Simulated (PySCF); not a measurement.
# C5H10S: the cost of one run

Programs: PySCF 2.14.0, with routines of our own; each step states its level. All values are computed. Atoms count from 0.

## 1. The starting structure

16 atoms, charge 0, multiplicity 1; geometry from: GFN2-xTB.

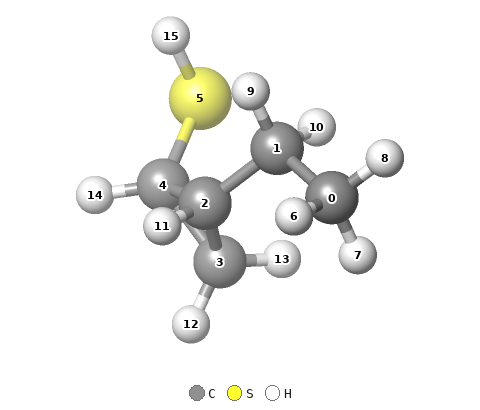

The starting geometry (carbon grey, sulfur yellow, hydrogen white).

## 2. Optimising the geometry at PBE0-D3(BJ)/def2-SVP

The job: settings as JSON, then the geometry in Å.

```
{"job": {"xc": "PBE0", "basis": "def2-SVP", "d3": "d3bj", "grid": 1, "kind": "geom"}, "charge": 0, "multiplicity": 1}
C      1.969937     0.832423     0.128697
C      0.458281     0.906147    -0.060096
C     -0.218781    -0.321639     0.500711
C     -0.346928    -1.554391    -0.342543
C     -1.568601    -0.762757     0.011691
S     -2.410014     0.134976    -1.305684
H      2.222015     0.794188     1.186561
H      2.367879    -0.058950    -0.350691
H      2.450091     1.704209    -0.308694
H      0.071681     1.797239     0.443266
H      0.225718     0.993974    -1.123012
H     -0.039986    -0.468557     1.560908
H     -0.219171    -2.528445     0.104917
H     -0.002466    -1.492926    -1.364120
H     -2.271049    -1.183472     0.719292
H     -2.696206     1.216926    -0.581181
```

On the command line:

```
OMP_NUM_THREADS=1 python excited_run.py task.json out
```

This one command runs all jobs of the session in turn.

**Question.** How long does this first job take on 1 thread of Intel Xeon Platinum 8488C, shared host, and how much memory does it need?

About 29 s, with a peak of 0.66 GiB.
